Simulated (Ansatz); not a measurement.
# Al2H2 (singlet): correlated methods under varied settings at scale of all distances = 1.722

What do other methods and options give for Al2H2 (singlet) at this geometry, and how long do they take?

The runs use Ansatz 0.2.0, Gaussian basis; the settings change from run to run.

20 further runs of the same task are left out: 1 for a mislabelled method, 1 for a known fault of the program, 13 that didn't finish, 5 set aside as unsound or not needed.

### 1 The system

The geometry derives from a PBE0/def2-TZVP stationary point (not a proven minimum). All distances are scaled together.

4 atoms, charge 0, spin multiplicity 1.

Atoms are counted from 1 here; the program's logs count them from 0.

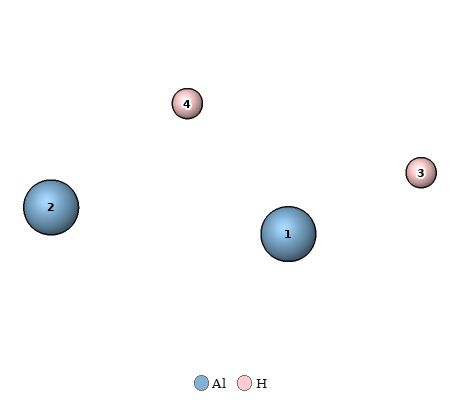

The structure; aluminium light blue, hydrogen pink; atoms are numbered from 1 in the order of the file.

### 2 CCSD(T) on RHF/6-31G

in.yaml

```yaml
crystal:
  periodic: [false, false, false]
  atoms:
    - {symbol: Al, position_ang: [0.000000, 0.159269, 2.177856]}
    - {symbol: Al, position_ang: [0.000000, -0.033232, -2.353802]}
    - {symbol: H, position_ang: [0.000000, -1.185084, 4.615597]}
    - {symbol: H, position_ang: [0.000000, -2.188805, 0.094298]}
basis:
  gaussian: {orbitals: 6-31G, point_charges: [{charge: 1.00, position_ang: [3.958, -0.055, 0.358]}]}
magnetization: {spin_polarized: false}
correlation: {method: ccsd_t, electrons: valence, diis_vectors: 2}
```

Command:

```bash
$ ansatz run in.yaml --threads 1 --pin off --events-out ev --progress --plain --max-ram 2393MiB
```

What it wrote (excerpt; [...] marks lines left out):

```text
Functional definition: HF
  name "HF"
  cite "Fock, Z. Phys. 61, 126 (1930) doi:10.1007/BF01340294"
  parent pbe
[...]
340 factors; integrals over basis functions are off by at most 2.6e-4 eV
[...]
mean field -13188.94744291 eV, -484.6848787373 hartree, gradient 1.6e-6 eV, S^2 0.000000; 2 other end points of the search recorded, 0 dependent functions left out; unrestricted orbitals would lower it
[...]
unrestricted determinant -13190.18839611 eV, -484.7304829261 hartree, S^2 1.6618
10 core orbitals not correlated: weight in the atoms' cores, before any rotation towards them, 1.000 or more for the frozen orbitals, at most 0.000 for the correlated occupied ones
reference -13188.94744291 eV, -484.6848787373 hartree; 4, 4 occupied and 16, 16 virtual orbitals, 340 factors
second order -2.25106130 eV of doubles, -0.00000000 eV of singles
cycle   1  -3.04914995 eV  change   -8.0e-1 eV  update   1.5e-1
[...]
cycle  46  -3.89721373 eV  change   -1.8e-6 eV  update   9.8e-6
perturbative correction -0.09930253 eV, -0.0036493007 hartree
Total energy: -13192.94395917 eV, -484.8317480010 hartree
```

It took 1.8 s on 1 thread of Arm Neoverse V1, shared host.

From the report: correlation -3.9965 eV; T1 0.067; largest double amplitude 0.22.

### 3 NEVPT2(8,7)/6-31G*

in.yaml

```yaml
crystal:
  periodic: [false, false, false]
  atoms:
    - {symbol: Al, position_ang: [0.000000, 0.159269, 2.177856]}
    - {symbol: Al, position_ang: [0.000000, -0.033232, -2.353802]}
    - {symbol: H, position_ang: [0.000000, -1.185084, 4.615597]}
    - {symbol: H, position_ang: [0.000000, -2.188805, 0.094298]}
basis:
  gaussian: {orbitals: "6-31G*", point_charges: [{charge: -1.00, position_ang: [2.968, 0.093, -0.475]}]}
correlation: {method: sc_nevpt2, electrons: outside_noble_gas, active_space: {window: {electrons: 8, orbitals: 7}, states: [{multiplicity: 1, weights: [0.5, 1, 1, 1]}]}}
accuracy: high
scf: {lower_state_search: off}
output: {forces: true}
```

Same command.

What it wrote (excerpt; [...] marks lines left out):

```text
Functional definition: HF
  name "HF"
  cite "Fock, Z. Phys. 61, 126 (1930) doi:10.1007/BF01340294"
  parent pbe
[...]
744 factors; integrals over basis functions are off by at most 3.8e-9 eV
[...]
mean field -13190.27449115 eV, -484.7336468607 hartree, gradient 4.3e-8 eV, S^2 0.000000; 0 other end points of the search recorded, 0 dependent functions left out
reference -13190.27449115 eV, -484.7336468607 hartree; 14, 14 occupied and 28, 28 virtual orbitals, 744 factors
state -13191.02954201 eV, -484.7613944679 hartree
state -13190.86924928 eV, -484.7555038188 hartree
state -13190.31420653 eV, -484.7351063738 hartree
state -13188.36395326 eV, -484.6634358881 hartree
state -13191.02954201 eV, -484.7613944679 hartree; corrected -13193.06018811 eV, -484.8360193356 hartree
state -13190.86924928 eV, -484.7555038188 hartree; corrected -13192.51770323 eV, -484.8160833840 hartree
state -13190.31420653 eV, -484.7351063738 hartree; corrected -13191.96467948 eV, -484.7957601360 hartree
state -13188.36395326 eV, -484.6634358881 hartree; corrected -13190.40703289 eV, -484.7385176797 hartree
[...]
WARN: the results are in doubt because close orbitals or states may skew the forces
Total energy: -13191.83414561 eV, -484.7909631050 hartree
Atom 0 at     0.000000     0.159269     2.177856 Å, force     0.166142    -1.157662     1.054468 eV/Å
Atom 1 at     0.000000    -0.033232    -2.353802 Å, force     0.408027     0.060990     0.269235 eV/Å
Atom 2 at     0.000000    -1.185084     4.615597 Å, force     0.023085     0.862721    -1.537749 eV/Å
Atom 3 at     0.000000    -2.188805     0.094298 Å, force    -0.097661     0.182454     0.302973 eV/Å
Dipole moment:     0.480178     0.740545    -1.547395 e Å
In doubt: close orbitals or states may skew the forces
Checks for a lower state left out: stability, starts, cluster_reference, orbital_swaps, neighbouring_geometries, increment
```

Run time: 5.5 s. Hardware: 1 thread of Arm Neoverse V1, shared host.

From the report: 1,225 determinants; active occupations (of the averaged states) 2.00, 2.00, 1.91, 1.25, 0.32, 0.31, 0.21. The program marks this result as in doubt; its last lines say why.

### 4 CCSDT(Q)/B on UHF/6-31G

in.yaml

```yaml
crystal:
  periodic: [false, false, false]
  atoms:
    - {symbol: Al, position_ang: [0.000000, 0.159269, 2.177856]}
    - {symbol: Al, position_ang: [0.000000, -0.033232, -2.353802]}
    - {symbol: H, position_ang: [0.000000, -1.185084, 4.615597]}
    - {symbol: H, position_ang: [0.000000, -2.188805, 0.094298]}
basis:
  gaussian: {orbitals: 6-31G}
magnetization: {spin_polarized: true, initial_magnetization: 0}
correlation: {method: ccsdt_q_b, electrons: outside_noble_gas}
```

Same command.

What it wrote (excerpt; [...] marks lines left out):

```text
Functional definition: HF
  name "HF"
  cite "Fock, Z. Phys. 61, 126 (1930) doi:10.1007/BF01340294"
  parent pbe
[...]
602 factors; integrals over basis functions are off by at most 1.9e-7 eV
[...]
mean field -13190.08891088 eV, -484.7268269114 hartree, gradient 2.1e-6 eV, S^2 1.438740; 38 other end points of the search recorded, 0 dependent functions left out
determinant -13190.08891088 eV, -484.7268269114 hartree, with singles and doubles -13192.62996300 eV, -484.8202088546 hartree
determinant -13190.07289284 eV, -484.7262382595 hartree, with singles and doubles -13192.61870842 eV, -484.8197952564 hartree
determinant -13189.86996663 eV, -484.7187808587 hartree, with singles and doubles -13192.09464008 eV, -484.8005361000 hartree
determinant -13189.81382883 eV, -484.7167178327 hartree, with singles and doubles -13192.04813672 eV, -484.7988271332 hartree
[...]
determinant -13189.45533859 eV, -484.7035435591 hartree, with singles and doubles -13192.62619852 eV, -484.8200705122 hartree
determinant -13189.45533859 eV, -484.7035435591 hartree, with singles and doubles -13192.81879645 eV, -484.8271483557 hartree
determinant -13189.04327704 eV, -484.6884005767 hartree, with singles and doubles -13192.84524106 eV, -484.8281201774 hartree
10 core orbitals not correlated: weight in the atoms' cores, before any rotation towards them, 1.000 or more for the frozen orbitals, at most 0.000 for the correlated occupied ones
reference -13189.70816623 eV, -484.7128348038 hartree; 4, 4 occupied and 16, 16 virtual orbitals, 602 factors
second order -1.63065088 eV of doubles, -0.00000000 eV of singles
cycle   1  -2.24990606 eV  change   -6.2e-1 eV  update   1.2e-1
[...]
cycle  48  -3.26544803 eV  change    4.0e-7 eV  update   3.2e-7
perturbative correction -0.01117359 eV, -0.0004106218 hartree
Total energy: -13192.98478785 eV, -484.8332484274 hartree
```

Run time: 12 s. Hardware: 1 thread of Arm Neoverse V1, shared host.

From the report: ⟨S²⟩ of the determinant 0.813 (pure singlet: 0.00); correlation -3.2766 eV; T1 0.138; largest double amplitude 0.33. The determinant is far from a pure spin state, so its energy mixes those of several spin states (harmless only where they are near-degenerate, as at dissociation).

### 5 HF/def2-mTZVP

Edit in.yaml of step 4 so:

```diff
@@ -8,4 +8,5 @@
 basis:
-  gaussian: {orbitals: 6-31G}
-magnetization: {spin_polarized: true, initial_magnetization: 0}
-correlation: {method: ccsdt_q_b, electrons: outside_noble_gas}
+  gaussian: {orbitals: def2-mTZVP, fitting: {mean_field: def2-universal-jkfit}}
+magnetization: {spin_polarized: false}
+hamiltonian: {xc: hf}
+output: {forces: true, orbitals: {seedname: orbitals}}
```

Launched as before.

What it wrote (excerpt; [...] marks lines left out):

```text
Functional definition: HF
  name "HF"
  cite "Fock, Z. Phys. 61, 126 (1930) doi:10.1007/BF01340294"
  parent pbe
[...]
292 factors; integrals over basis functions are off by at most 1.2e0 eV
[...]
mean field -13190.28209826 eV, -484.7339264167 hartree, gradient 1.2e-5 eV, S^2 0.000000; 0 other end points of the search recorded, 0 dependent functions left out
[...]
reference -13190.28209826 eV, -484.7339264167 hartree; 14, 14 occupied and 36, 36 virtual orbitals, 292 factors
Total energy: -13190.28209826 eV, -484.7339264167 hartree
Atom 0 at     0.000000     0.159269     2.177856 Å, force     0.000000    -1.171701     1.367373 eV/Å
Atom 1 at     0.000000    -0.033232    -2.353802 Å, force     0.000000    -0.923733     1.065775 eV/Å
Atom 2 at     0.000000    -1.185084     4.615597 Å, force    -0.000000     0.894370    -1.638156 eV/Å
Atom 3 at     0.000000    -2.188805     0.094298 Å, force    -0.000000     1.201064    -0.794992 eV/Å
Dipole moment:    -0.000000     1.415930    -2.630724 e Å
```

It took 0.3 s on 1 thread of Arm Neoverse V1, shared host.

### 6 CASSCF(4,6)/def2-mTZVP

Edit in.yaml of step 5 so:

```diff
@@ -8,5 +8,3 @@
 basis:
-  gaussian: {orbitals: def2-mTZVP, fitting: {mean_field: def2-universal-jkfit}}
-magnetization: {spin_polarized: false}
-hamiltonian: {xc: hf}
-output: {forces: true, orbitals: {seedname: orbitals}}
+  gaussian: {orbitals: def2-mTZVP}
+correlation: {active_space: {window: {electrons: 4, orbitals: 6}}}
```

The command is unchanged.

What it wrote:

```text
Functional definition: HF
  name "HF"
  cite "Fock, Z. Phys. 61, 126 (1930) doi:10.1007/BF01340294"
  parent pbe
  exchange = exact_x
  correlation = 0
458 factors; integrals over basis functions are off by at most 3.4e-4 eV
mean field evaluation 1: about -13188.2285 eV, gradient 1.4e1 eV
mean field evaluation 2: about -13188.2293 eV, gradient 1.4e1 eV
mean field evaluation 4: about -13190.2668 eV, gradient 1.1e0 eV
mean field evaluation 8: about -13190.2820 eV, gradient 2.8e-3 eV
mean field evaluation 16: about -13182.2295 eV, gradient 1.4e-2 eV
mean field evaluation 32: about -13190.2820 eV, gradient 3.3e-4 eV
mean field -13190.28199471 eV, -484.7339226115 hartree, gradient 8.8e-6 eV, S^2 0.000000; 4 other end points of the search recorded, 0 dependent functions left out
reference -13190.28199471 eV, -484.7339226115 hartree; 14, 14 occupied and 36, 36 virtual orbitals, 458 factors
state -13192.24839473 eV, -484.8061864793 hartree
Total energy: -13192.24839473 eV, -484.8061864793 hartree
```

It took 2.3 s on 1 thread of Arm Neoverse V1, shared host.

From the report: 225 determinants; active occupations 1.80, 1.76, 0.23, 0.18, 0.01, 0.01.

### 7 MP2 on UHF/6-31G

Edit in.yaml of step 6 so:

```diff
@@ -8,3 +8,5 @@
 basis:
-  gaussian: {orbitals: def2-mTZVP}
-correlation: {active_space: {window: {electrons: 4, orbitals: 6}}}
+  gaussian: {orbitals: 6-31G}
+magnetization: {spin_polarized: true, initial_magnetization: 0}
+correlation: {method: mp2, electrons: outside_noble_gas}
+accuracy: high
```

Same command.

What it wrote (excerpt; [...] marks lines left out):

```text
Functional definition: HF
  name "HF"
  cite "Fock, Z. Phys. 61, 126 (1930) doi:10.1007/BF01340294"
  parent pbe
[...]
630 factors; integrals over basis functions are off by at most 4.1e-9 eV
[...]
mean field -13190.08891090 eV, -484.7268269123 hartree, gradient 3.2e-8 eV, S^2 1.438740; 18 other end points of the search recorded, 0 dependent functions left out
10 core orbitals not correlated: weight in the atoms' cores, before any rotation towards them, 1.000 or more for the frozen orbitals, at most 0.000 for the correlated occupied ones
reference -13190.08891090 eV, -484.7268269123 hartree; 4, 4 occupied and 16, 16 virtual orbitals, 630 factors
second order -1.18602314 eV of doubles, -0.00000000 eV of singles
Total energy: -13191.27493404 eV, -484.7704124588 hartree
```

Run time: 1.9 s. Hardware: 1 thread of Arm Neoverse V1, shared host.

From the report: ⟨S²⟩ of the determinant 1.439 (pure singlet: 0.00). The determinant is far from a pure spin state, so its energy mixes those of several spin states (harmless only where they are near-degenerate, as at dissociation).

### 8 CCSD on UHF/STO-3G

Edit in.yaml of step 7 so:

```diff
@@ -8,5 +8,5 @@
 basis:
-  gaussian: {orbitals: 6-31G}
+  gaussian: {orbitals: STO-3G}
 magnetization: {spin_polarized: true, initial_magnetization: 0}
-correlation: {method: mp2, electrons: outside_noble_gas}
-accuracy: high
+correlation: {method: ccsd, electrons: outside_noble_gas}
+scf: {lower_state_search: full}
```

Launched as before.

What it wrote (excerpt; [...] marks lines left out):

```text
Functional definition: HF
  name "HF"
  cite "Fock, Z. Phys. 61, 126 (1930) doi:10.1007/BF01340294"
  parent pbe
[...]
205 factors; integrals over basis functions are off by at most 4.4e-5 eV
[...]
mean field -13025.54993408 eV, -478.6801310427 hartree, gradient 2.1e-6 eV, S^2 1.654634; 51 other end points of the search recorded, 0 dependent functions left out
determinant -13025.54993408 eV, -478.6801310427 hartree, with singles and doubles -13027.38988313 eV, -478.7477479230 hartree
determinant -13025.54473892 eV, -478.6799401241 hartree, with singles and doubles -13027.40941004 eV, -478.7484655237 hartree
determinant -13025.39203362 eV, -478.6743283076 hartree, with singles and doubles -13027.21421444 eV, -478.7412922179 hartree
determinant -13025.38390330 eV, -478.6740295240 hartree, with singles and doubles -13027.21324655 eV, -478.7412566483 hartree
[...]
determinant -13022.69305730 eV, -478.5751427573 hartree, with singles and doubles -13026.19977181 eV, -478.7040121388 hartree
determinant -13022.69051714 eV, -478.5750494083 hartree, with no singles and doubles
determinant -13022.63642531 eV, -478.5730615703 hartree, with singles and doubles -13026.16489365 eV, -478.7027303898 hartree
determinant -13024.69567285 eV, -478.6487375214 hartree, with singles and doubles -13027.56509826 eV, -478.7541869602 hartree
10 core orbitals not correlated: weight in the atoms' cores, before any rotation towards them, 1.000 or more for the frozen orbitals, at most 0.000 for the correlated occupied ones
reference -13025.54993408 eV, -478.6801310427 hartree; 4, 4 occupied and 6, 6 virtual orbitals, 205 factors
second order -0.84298420 eV of doubles, -0.00000000 eV of singles
cycle   1  -1.20908541 eV  change   -3.9e-1 eV  update   7.5e-2
[...]
cycle  41  -2.18253731 eV  change    9.9e-6 eV  update   6.0e-6
WARN: these amplitudes may be one of several solutions (largest doubles amplitude 0.70, level shift 0.41 eV)
Total energy: -13027.73247139 eV, -478.7603378093 hartree
```

Run time: 10 s. Hardware: 1 thread of Arm Neoverse V1, shared host.

From the report: ⟨S²⟩ of the determinant 1.655 (pure singlet: 0.00); correlation -2.1825 eV; T1 0.139; largest double amplitude 0.70. The determinant is far from a pure spin state, so its energy mixes those of several spin states (harmless only where they are near-degenerate, as at dissociation). The report flags that the cluster equations may have other roots.

### 9 CCSDT/6-31G*

in.yaml

```yaml
crystal:
  periodic: [false, false, false]
  atoms:
    - {symbol: Al, position_ang: [0.000000, 0.159269, 2.177856]}
    - {symbol: Al, position_ang: [0.000000, -0.033232, -2.353802]}
    - {symbol: H, position_ang: [0.000000, -1.185084, 4.615597]}
    - {symbol: H, position_ang: [0.000000, -2.188805, 0.094298]}
basis:
  gaussian: {orbitals: "6-31G*"}
magnetization: {spin_polarized: false}
hamiltonian: {xc: {name: PBE0}, pseudopotentials: {relativity: none}}
correlation: {method: ccsdt, electrons: outside_noble_gas}
```

Same command.

What it wrote (excerpt; [...] marks lines left out):

```text
Functional definition: PBE0
  name "PBE0"
  cite "Adamo & Barone, J. Chem. Phys. 110, 6158 (1999) doi:10.1063/1.478522"
  cite "Perdew, Burke & Ernzerhof, Phys. Rev. Lett. 77, 3865 (1996) doi:10.1103/PhysRevLett.77.3865"
  parent pbe
[...]
692 factors; integrals over basis functions are off by at most 2.5e-7 eV
[...]
mean field -13211.87403954 eV, -485.5274156234 hartree, gradient 1.1e-6 eV, S^2 0.000000; 1 other end points of the search recorded, 0 dependent functions left out; unrestricted orbitals would lower it
[...]
unrestricted determinant -13190.21903232 eV, -484.7316087862 hartree, S^2 1.4720
10 core orbitals not correlated: weight in the atoms' cores, before any rotation towards them, 1.000 or more for the frozen orbitals, at most 0.000 for the correlated occupied ones
reference -13188.72434683 eV, -484.6766801075 hartree; 4, 4 occupied and 28, 28 virtual orbitals, 692 factors
second order -3.15050029 eV of doubles, -0.30107677 eV of singles
cycle   1  -3.90619342 eV  change   -4.8e-1 eV  update   1.9e-1
[...]
cycle  33  -4.97769782 eV  change    3.8e-7 eV  update   6.3e-7
Total energy: -13193.70204465 eV, -484.8596071284 hartree
```

Run time: 3.9 s. Hardware: 1 thread of Arm Neoverse V1, shared host.

From the report: correlation -4.9777 eV; T1 0.051; largest double amplitude 0.24. The orbitals are Kohn-Sham ones, so correlation energy and T1 don't compare with those on Hartree-Fock orbitals.

### 10 MP2 on UHF/6-31G

in.yaml

```yaml
crystal:
  periodic: [false, false, false]
  atoms:
    - {symbol: Al, position_ang: [0.000000, 0.159269, 2.177856]}
    - {symbol: Al, position_ang: [0.000000, -0.033232, -2.353802]}
    - {symbol: H, position_ang: [0.000000, -1.185084, 4.615597]}
    - {symbol: H, position_ang: [0.000000, -2.188805, 0.094298]}
basis:
  gaussian: {orbitals: 6-31G}
magnetization: {spin_polarized: true, initial_magnetization: 0}
correlation: {method: mp2, electrons: outside_noble_gas}
accuracy: high
output: {forces: true}
```

Launched as before.

What it wrote (excerpt; [...] marks lines left out):

```text
Functional definition: HF
  name "HF"
  cite "Fock, Z. Phys. 61, 126 (1930) doi:10.1007/BF01340294"
  parent pbe
[...]
630 factors; integrals over basis functions are off by at most 4.1e-9 eV
[...]
mean field -13190.08891090 eV, -484.7268269123 hartree, gradient 3.2e-8 eV, S^2 1.438740; 18 other end points of the search recorded, 0 dependent functions left out
10 core orbitals not correlated: weight in the atoms' cores, before any rotation towards them, 1.000 or more for the frozen orbitals, at most 0.000 for the correlated occupied ones
reference -13190.08891090 eV, -484.7268269123 hartree; 4, 4 occupied and 16, 16 virtual orbitals, 630 factors
second order -1.18602314 eV of doubles, -0.00000000 eV of singles
[...]
Total energy: -13191.27493404 eV, -484.7704124588 hartree
Atom 0 at     0.000000     0.159269     2.177856 Å, force    -0.000000    -0.536373     0.823794 eV/Å
Atom 1 at     0.000000    -0.033232    -2.353802 Å, force     0.000000    -0.373899     0.525691 eV/Å
Atom 2 at     0.000000    -1.185084     4.615597 Å, force     0.000000     0.505385    -0.981069 eV/Å
Atom 3 at     0.000000    -2.188805     0.094298 Å, force    -0.000000     0.404887    -0.368416 eV/Å
Dipole moment:     0.000000     0.415306    -0.878175 e Å
```

Wall time 2.4 s (1 thread of Arm Neoverse V1, shared host).

From the report: ⟨S²⟩ of the determinant 1.439 (pure singlet: 0.00). The determinant is far from a pure spin state, so its energy mixes those of several spin states (harmless only where they are near-degenerate, as at dissociation).

### 11 All runs side by side

Where basis and cores are those of an earlier FCI/6-31G run (-13192.9900 eV), and the state is the same kind, the miss against it is given. † marks a result that the program doubts.

| level | correlated | functions | energy (eV) | from FCI (meV) | time |
| --- | --- | --- | --- | --- | --- |
| CCSD(T) on RHF/6-31G (beside a point charge) | valence | 30 | -13192.9440 |  | 1.8 s |
| NEVPT2(8,7)/6-31G* (mean of several states, beside a point charge) † | outside noble gas | 42 | -13191.8341 |  | 5.5 s |
| CCSDT(Q)/B on UHF/6-31G | outside noble gas | 30 | -13192.9848 | 5.2 | 12 s |
| HF/def2-mTZVP |  | 50 | -13190.2821 |  | 0.3 s |
| CASSCF(4,6)/def2-mTZVP |  | 50 | -13192.2484 |  | 2.3 s |
| MP2 on UHF/6-31G | outside noble gas | 30 | -13191.2749 | 1715.0 | 1.9 s |
| CCSD on UHF/STO-3G † | outside noble gas | 20 | -13027.7325 |  | 10 s |
| CCSDT/6-31G* (on PBE0 orbitals) | outside noble gas | 42 | -13193.7020 |  | 3.9 s |
| MP2 on UHF/6-31G | outside noble gas | 30 | -13191.2749 | 1715.0 | 2.4 s |

### 12 Results

```
quantity                          value
    runs                              9
quickest           HF/def2-mTZVP, 0.3 s
 slowest  CCSDT(Q)/B on UHF/6-31G, 12 s
```

Total energies in different bases, with other cores or another treatment of relativity can't be set against each other. CCSDT(Q)/B on UHF/6-31G took 40 times as long as HF/def2-mTZVP; the jobs differ in more than the method. Among the correlated runs with a miss given, it spans +5 to +1715 meV.
